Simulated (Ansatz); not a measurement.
## Binding across the interface in twisted Zr2CO2 MXene bilayer, 38.21° (70 atoms)

How much energy holds the two parts of twisted Zr2CO2 MXene bilayer, 38.21° (70 atoms) together, and how does it fall off with distance?

Calculated with Ansatz 0.2.0; Kohn-Sham DFT, PBE+D3(BJ), PAW (set soft_2), plane waves.

## (1) Set-up

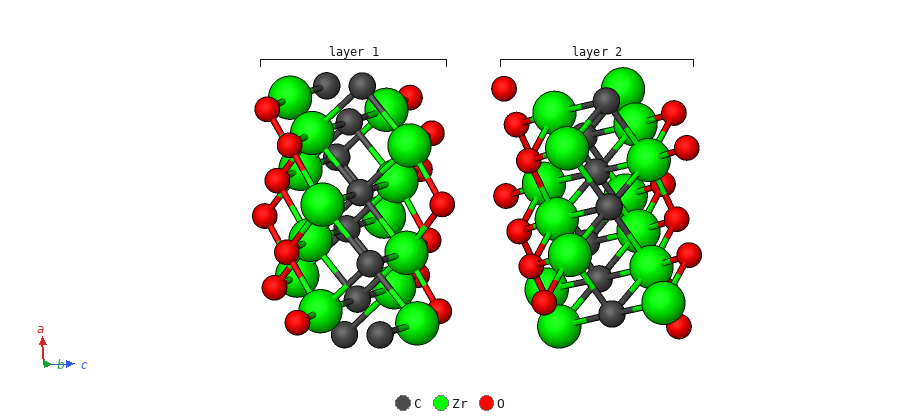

Start, viewed from the side, with the c axis across the page; carbon dark grey, zirconium green, oxygen red. Bonds to atoms that aren't drawn are left out. Some periodic images of atoms are drawn too.

The cell holds 70 atoms: 14 C, 28 Zr and 28 O. Its edges and angles: a = 8.757 Å, b = 8.757 Å, c = 28.150 Å, α = 90.0°, β = 90.0°, γ = 120.0°. It derives from Zr2CO2 (Zr2CO2 MXene). Zr2CO2 MXene (a = 3.31 Å) under Zr2CO2 MXene (a = 3.31 Å), bilayer, commensurate cell of 7 unit cells a layer, twist 38.21 deg; facing planes 2.95 Å apart; 16 Å of vacuum; layers as built, displaced by a Gaussian of 0.01 Å. Regions: layer 1, 35 atoms (7 C, 14 Zr and 14 O); layer 2, 35 atoms (7 C, 14 Zr and 14 O). Vacuum lies along c.

## (2) Single point at the start

A single point comes first, to see the forces before anything moves.

File input.yaml:

```yaml
crystal:
  lattice:
    - [8.7574, 0.0, 0.0]
    - [-4.3787, 7.58413, 0.0]
    - [0.0, 0.0, 28.15]
  atoms:
    - { symbol: C, position: [0.00039, 0.99907, 0.36588] }
    - { symbol: Zr, position: [0.19131, 0.23727, 0.41452] }
    - { symbol: Zr, position: [0.23774, 0.04868, 0.31693] }
    - { symbol: O, position: [0.23877, 0.04787, 0.44799] }
    - { symbol: O, position: [0.18939, 0.23813, 0.28383] }
    - { symbol: C, position: [0.14369, 0.43058, 0.36598] }
    - { symbol: Zr, position: [0.33008, 0.6662, 0.41404] }
    - { symbol: Zr, position: [0.38221, 0.47558, 0.31765] }
    - { symbol: O, position: [0.3798, 0.47349, 0.44664] }
    - { symbol: O, position: [0.33214, 0.66777, 0.28343] }
    - { symbol: C, position: [0.28627, 0.85769, 0.36608] }
    - { symbol: Zr, position: [0.47485, 0.09565, 0.41449] }
    - { symbol: Zr, position: [0.52379, 0.90418, 0.31697] }
    - { symbol: O, position: [0.5247, 0.90447, 0.44758] }
    - { symbol: O, position: [0.4773, 0.09583, 0.28438] }
    - { symbol: C, position: [0.4263, 0.28476, 0.36574] }
    - { symbol: Zr, position: [0.61869, 0.5242, 0.41436] }
    - { symbol: Zr, position: [0.66711, 0.33156, 0.31795] }
    - { symbol: O, position: [0.66551, 0.3347, 0.4481] }
    - { symbol: O, position: [0.61992, 0.52768, 0.28403] }
    - { symbol: C, position: [0.57208, 0.71448, 0.36616] }
    - { symbol: Zr, position: [0.7618, 0.95158, 0.41463] }
    - { symbol: Zr, position: [0.81136, 0.7618, 0.31676] }
    - { symbol: O, position: [0.81059, 0.76231, 0.44738] }
    - { symbol: O, position: [0.76245, 0.95336, 0.28365] }
    - { symbol: C, position: [0.7138, 0.14224, 0.36566] }
    - { symbol: Zr, position: [0.90435, 0.3791, 0.41447] }
    - { symbol: Zr, position: [0.95295, 0.19166, 0.31752] }
    - { symbol: O, position: [0.95337, 0.19224, 0.44835] }
    - { symbol: O, position: [0.90651, 0.38266, 0.2843] }
    - { symbol: C, position: [0.85615, 0.57154, 0.36562] }
    - { symbol: Zr, position: [0.04661, 0.80961, 0.4147] }
    - { symbol: Zr, position: [0.09541, 0.62046, 0.31732] }
    - { symbol: O, position: [0.09502, 0.61997, 0.44702] }
    - { symbol: O, position: [0.04952, 0.80978, 0.28398] }
    - { symbol: C, position: [0.08378, 0.6439, 0.63444] }
    - { symbol: Zr, position: [0.84528, 0.45245, 0.68233] }
    - { symbol: Zr, position: [0.89241, 0.69184, 0.58551] }
    - { symbol: O, position: [0.89161, 0.69062, 0.71591] }
    - { symbol: O, position: [0.8451, 0.4518, 0.5525] }
    - { symbol: C, position: [0.94054, 0.92882, 0.63389] }
    - { symbol: Zr, position: [0.70275, 0.73874, 0.68288] }
    - { symbol: Zr, position: [0.75028, 0.97713, 0.58557] }
    - { symbol: O, position: [0.75167, 0.97873, 0.71599] }
    - { symbol: O, position: [0.69986, 0.7382, 0.55197] }
    - { symbol: C, position: [0.65431, 0.50288, 0.63398] }
    - { symbol: Zr, position: [0.41687, 0.30974, 0.68275] }
    - { symbol: Zr, position: [0.46546, 0.54824, 0.58532] }
    - { symbol: O, position: [0.46489, 0.54933, 0.71604] }
    - { symbol: O, position: [0.41556, 0.30796, 0.55265] }
    - { symbol: C, position: [0.79795, 0.21677, 0.63438] }
    - { symbol: Zr, position: [0.55947, 0.02492, 0.68274] }
    - { symbol: Zr, position: [0.60677, 0.26276, 0.5852] }
    - { symbol: O, position: [0.60508, 0.26299, 0.71508] }
    - { symbol: O, position: [0.55766, 0.02518, 0.55204] }
    - { symbol: C, position: [0.51421, 0.79001, 0.63403] }
    - { symbol: Zr, position: [0.27303, 0.59601, 0.68306] }
    - { symbol: Zr, position: [0.32144, 0.83541, 0.58577] }
    - { symbol: O, position: [0.32084, 0.83422, 0.71592] }
    - { symbol: O, position: [0.27556, 0.59646, 0.55195] }
    - { symbol: C, position: [0.22487, 0.35792, 0.63436] }
    - { symbol: Zr, position: [0.98642, 0.16651, 0.68253] }
    - { symbol: Zr, position: [0.03395, 0.40385, 0.58523] }
    - { symbol: O, position: [0.03358, 0.40416, 0.71591] }
    - { symbol: O, position: [0.98879, 0.16838, 0.55266] }
    - { symbol: C, position: [0.36833, 0.07236, 0.63423] }
    - { symbol: Zr, position: [0.12882, 0.87871, 0.68232] }
    - { symbol: Zr, position: [0.1819, 0.11992, 0.58543] }
    - { symbol: O, position: [0.17762, 0.12165, 0.71565] }
    - { symbol: O, position: [0.12993, 0.88076, 0.5522] }
kpoints:
  mp_grid: { grid: [3, 3, 1] }
hamiltonian:
  xc: pbe
  dispersion: d3bj
scf:
  occupations: { method: fixed }
output:
  forces: true
```

Launch:

```bash
> ansatz run input.yaml --threads 4 --pin off --max-ram 15872MiB --backend cpu --events-out ev --progress --plain --runs-dir out
```

Numbers of over 12 decimals in the logs are rounded to 6 here.

Output:

```text
Engine: ansatz 0.2.0, aarch64-unknown-linux-gnu
Pseudopotentials: kind: paw
Pseudopotential: C, paw, valence charge 4, recommended cutoff 420 eV (normal), C.paw.azcp
Pseudopotential: Zr, paw, valence charge 12, recommended cutoff 420 eV (normal), Zr.paw.azcp
Pseudopotential: O, paw, valence charge 6, recommended cutoff 420 eV (normal), O.paw.azcp
[... 5 lines on functional and potentials left out ...]
Crystal: 70 atoms, lattice volume = 1869.646 Å³
Basis set: ecut = 420 eV, 36605 PW (Γ), exchange–correlation on 120×120×384 points (8 copies of the dense FFT grid, shifted against one another)
Bands: 350, of which v1, the nominal top of the filled ones, is band 280 counted from 1 (279 counted from 0)
Symmetry: 1 space group operations
Space group: P1 (ITA 1), of the structure as read, at distance tolerance 1.2e-4 Å
k-points: 5 of 9 (time reversal used)
[... 7 lines on functional and potentials left out ...]
Initial density: superposition of atomic densities (neutral atoms: chi_scale 0, normalization atom), corrected by the library's trained network
Initial wavefunctions: pseudopotential atomic-orbital guess
Functional: x = pbe(κ = 0.804, μ = 0.219515), c = pbe(β = 0.066725)
SCF iter   1: F=—  HF=-136651.051946 eV  |F-HF|=—  |Δ(HF+E_count)|=         —  Δρ=4.03e-3  dr2=4.77e-1  ethr=1.77e-3  ⟨swp⟩=5.0  Hψ=6407  notcnv=0  defer=314
preconditioner: auto → Resta (q_TF=auto, 2.232 Å⁻¹)  ε∞=3.8  [insulator: Δε(μ)=1.167 eV  Ē_g=9.478 eV  n_scr=336 (ndim 8)  ℏωp=15.7 eV  f_vac=0.492  ε∞_Penn≈3.8  vacuum switching on, ρ_ref=6.5e-3 e/Å³]
SCF iter   2: F=—  HF=-136650.980430 eV  |F-HF|=—  |Δ(HF+E_count)|=   7.15e-2  Δρ=2.03e-3  dr2=8.35e-2  ethr=8.51e-5  ⟨swp⟩=2.0  Hψ=2584  notcnv=0  defer=336
SCF iter   3: F=—  HF=-136650.973292 eV  |F-HF|=—  |Δ(HF+E_count)|=   7.14e-3  Δρ=1.01e-3  dr2=2.07e-2  ethr=1.49e-5  ⟨swp⟩=2.8  Hψ=2127  notcnv=0  defer=340
SCF iter   4: F=—  HF=-136650.976809 eV  |F-HF|=—  |Δ(HF+E_count)|=   3.52e-3  Δρ=7.62e-4  dr2=1.51e-2  ethr=3.70e-6  ⟨swp⟩=2.8  Hψ=2301  notcnv=0  defer=339
SCF iter   5: F=—  HF=-136650.976679 eV  |F-HF|=—  |Δ(HF+E_count)|=   1.30e-4  Δρ=1.42e-4  dr2=4.08e-4  ethr=2.70e-6  ⟨swp⟩=2.2  Hψ=2151  notcnv=0  defer=339
SCF iter   6: F=—  HF=-136650.976707 eV  |F-HF|=—  |Δ(HF+E_count)|=   2.79e-5  Δρ=7.25e-5  dr2=1.03e-4  ethr=7.28e-8  ⟨swp⟩=3.2  Hψ=3537  notcnv=0  defer=313
SCF iter   7: F=—  HF=-136650.976744 eV  |F-HF|=—  |Δ(HF+E_count)|=   3.78e-5  Δρ=1.98e-5  dr2=9.23e-6  ethr=1.83e-8  ⟨swp⟩=2.0  Hψ=2070  notcnv=0  defer=310
SCF iter   8: F=—  HF=-136650.979198 eV  |F-HF|=—  |Δ(HF+E_count)|=   2.45e-3  Δρ=7.34e-6  dr2=1.34e-6  ethr=1.65e-9  ⟨swp⟩=2.0  Hψ=2590  notcnv=0  defer=310
SCF iter   9: F=—  HF=-136650.979199 eV  |F-HF|=—  |Δ(HF+E_count)|=   8.56e-7  Δρ=6.66e-6  dr2=1.02e-6  ethr=2.39e-10  ⟨swp⟩=4.0  Hψ=3715  notcnv=0  defer=310
SCF iter  10: F=-136650.979199 eV  HF=-136650.979199 eV  |F-HF|=2.38e-8  |Δ(HF+E_count)|=   1.25e-7  Δρ=1.67e-6  dr2=6.47e-8  ethr=1.79e-11  ⟨swp⟩=3.0  Hψ=6238  notcnv=0
SCF 1 converged in 10 iterations: F = -136650.979199 eV  dr2 = 6.47e-8
  greatest PAW one-centre occupation: 0.995 electrons in one spin orbital (limit 2), on the Zr atom at site 67 (counted from 0), in its partial waves of l = 0
SCF converged after 10 iterations
Free energy (F): -136650.979199 eV
Harris-Foulkes:  -136650.979199 eV  (|F-HF|=2.38e-8)
Internal energy: -136650.979199 eV  (E = F + TS)
E sigma→0 (E₀):  -136650.979199 eV
Fermi energy:    3.012615 eV
--- Per-component energies (eV) ---
  E_band       = -7590.506498
  E_kinetic    = 15513.938599
  E_local      = -517171.522170  (includes V_loc(G=0)·N_el)
  E_nonlocal   = 3857.532443
  E_hartree    = 251188.258072
  E_xc         = -7314.180654
  E_vxc        = -8878.321740  (∫ρ·V_xc dr)
  E_paw        = -88486.091666  (= ΣΔE_a)
  E_vpaw       = -3288.705623  (= ΣTr[D̂ρ^β])
  E_aug_tail   = 0.069122  (compensation charges beyond the density's cutoff)
  E_ewald      = 205777.456070
  E_disp       = -16.439015  (pairwise vdW)
  E_smearing   = -0.000000  (= −TS)
  E_closure    = -0.000000  (closes the sum)
  Σ components = -136650.979199   (vs F -136650.979199, Δ=0.00e0)
--- Forces (eV/Å), atoms counted from 1 ---
  atom   1  C     -0.05718196     0.15118457    -0.00641360
  atom   2  Zr    -0.26117949     0.06259010     0.76822440
  atom   3  Zr     0.09577742    -0.05903148    -0.58202264
  atom   4  O     -0.05380245     0.05173462    -0.24601003
  atom   5  O      0.07905588     0.03665243     0.30300422
  atom   6  C     -0.03578558    -0.22508128     0.00468536
  atom   7  Zr     0.39522354     0.12987518     0.85363939
  atom   8  Zr    -0.22126484     0.29307984    -0.91761689
  atom   9  O     -0.02317913     0.17693642     0.04927390
  atom  10  O      0.17121441    -0.05042744     0.45742115
  atom  11  C     -0.06045809     0.02674728    -0.03995609
  atom  12  Zr     0.26948509    -0.20899919     0.89414389
  atom  13  Zr     0.04577218    -0.10687594    -0.72536440
  atom  14  O     -0.09443211     0.05172989    -0.31177073
[...]
atom  69  O      0.13104697    -0.19690601    -0.25706649
  atom  70  O      0.03082774    -0.00184272     0.20027684
  max |Σ_I F_I| component: 2.02e-4 eV/Å
```

Elapsed: 2.8 min, on 4 threads of Arm Neoverse V1, shared host; peak memory 9.7 GiB.

The column dr2 measures how far the density is from self-consistency, as an energy; F and HF (Harris–Foulkes) agree once it is small.

The r.m.s. force at the start is 0.32 eV/Å.

## (3) Relaxation

The atoms are relaxed in the fixed cell, aiming at the force tolerance of the input.

File input.yaml:

```yaml
crystal:
  lattice:
    - [8.7574, 0.0, 0.0]
    - [-4.3787, 7.58413, 0.0]
    - [0.0, 0.0, 28.15]
  atoms:
    [... the 70 atom lines of step 2 ...]
kpoints:
  mp_grid: { grid: [3, 3, 1] }
hamiltonian:
  xc: pbe
  dispersion: d3bj
scf:
  occupations: { method: fixed }
output:
  forces: true
relax:
  f_tol: 0.05
  max_steps: 120
```

Output:

```text
[...]
Crystal: 70 atoms, lattice volume = 1869.646 Å³
Basis set: ecut = 420 eV, 36605 PW (Γ), exchange–correlation on 120×120×384 points (8 copies of the dense FFT grid, shifted against one another)
Bands: 350, of which v1, the nominal top of the filled ones, is band 280 counted from 1 (279 counted from 0)
Symmetry: 1 space group operations
[...]
k-points: 5 of 9 (time reversal used)
[...]
SCF iter   1: F=—  HF=-136651.051943 eV  |F-HF|=—  |Δ(HF+E_count)|=         —  Δρ=4.03e-3  dr2=4.77e-1  ethr=1.77e-3  ⟨swp⟩=5.0  Hψ=6407  notcnv=0  defer=314
[...]
SCF iter   7: F=-136650.979194 eV  HF=-136650.979196 eV  |F-HF|=1.85e-6  |Δ(HF+E_count)|=   4.15e-5  Δρ=1.95e-5  dr2=8.64e-6  ethr=1.12e-8  ⟨swp⟩=2.2  Hψ=5254  notcnv=0
SCF 1 converged in 7 iterations: F = -136650.979194 eV  dr2 = 8.64e-6
[...]
relax step   1: F+E_penalty+E_count = -136650.97919448 eV  Δ(F+E_penalty+E_count) = +0.000e0 eV  max|allowed force component| = 9.176e-1 eV/Å  Δτ_max = 0.0000 Å  (7 SCF iters, dr2 threshold 6.25e-5 eV, accepted)
[...]
relax step   2: F+E_penalty+E_count = -136650.25934842 eV  Δ(F+E_penalty+E_count) = +7.198e-1 eV  max|allowed force component| = 1.300e0 eV/Å  Δτ_max = 0.1933 Å  (8 SCF iters, dr2 threshold 5.26e-5 eV, rejected (line search))
[...]
relax step   3: F+E_penalty+E_count = -136651.36993231 eV  Δ(F+E_penalty+E_count) = -3.907e-1 eV  max|allowed force component| = 1.570e-1 eV/Å  Δτ_max = 0.0937 Å  (11 SCF iters, accepted)
[...]
relax step   4: F+E_penalty+E_count = -136651.40451819 eV  Δ(F+E_penalty+E_count) = -3.459e-2 eV  max|allowed force component| = 3.198e-2 eV/Å  Δτ_max = 0.0464 Å  (10 SCF iters, accepted)
SCF converged after 10 iterations
Free energy (F): -136651.404518 eV
[...]
Internal energy: -136651.404518 eV  (E = F + TS)
E sigma→0 (E₀):  -136651.404518 eV
Fermi energy:    3.251875 eV
[...]
--- Forces (eV/Å), atoms counted from 1 ---
  atom   1  C      0.00169115     0.00056056     0.01201502
  atom   2  Zr     0.00071457    -0.00023044    -0.01899680
  atom   3  Zr    -0.00007152     0.00175676     0.01066706
  atom   4  O      0.00132805     0.00024478     0.02755149
  atom   5  O      0.00128576     0.00236399     0.00345314
  atom   6  C     -0.00295032    -0.00449860     0.01179370
  atom   7  Zr     0.00220025     0.00428820    -0.02874423
  atom   8  Zr    -0.00422619     0.00149869     0.00462556
  atom   9  O     -0.00141884    -0.00436562     0.02941816
  atom  10  O      0.00160698     0.00020423     0.00372183
  atom  11  C      0.00149685    -0.00108608     0.01202099
  atom  12  Zr     0.00156582     0.00224811    -0.02090722
  atom  13  Zr    -0.00128207    -0.00142461     0.00654176
  atom  14  O      0.00129718    -0.00275705     0.02421215
[...]
atom  69  O      0.00108734     0.00046267    -0.00308382
  atom  70  O      0.00203577     0.00193211    -0.02490203
  max |Σ_I F_I| component: 2.20e-4 eV/Å
--- Relaxed structure (4 steps of the walk, 3 accepted, 0 SCFs on fresh bases) ---
  F+E_penalty+E_count = -136651.40451819 eV   max|allowed force component| = 3.198e-2 eV/Å
  atoms:
    - { symbol: C, position: [0.000395031, 1.000447, 0.368995] }
    - { symbol: Zr, position: [0.190622, 0.238738, 0.418347] }
    - { symbol: Zr, position: [0.238184, 0.047820, 0.319675] }
    - { symbol: O, position: [0.238850, 0.049381, 0.450882] }
[...]
- { symbol: O, position: [0.129602, 0.880380, 0.548923] }
```

Run time: 9.5 min. Hardware: 4 threads; peak memory 9.7 GiB; 38 min of CPU time.

The relaxation converged after 4 steps, 0.425 eV below its start, with a largest force component of 0.032 eV/Å.

[end of part 1 of 3]

[Logs are printed without paths, hosts, clocks, repeated set-up lines and the standing remarks that a program may print on its own settings, such as how far it seeks lower states.]

[Hosts, paths, dates, database ids (printed as entryN), source tags and the programs' standing remarks are cut or masked in the printed files.]
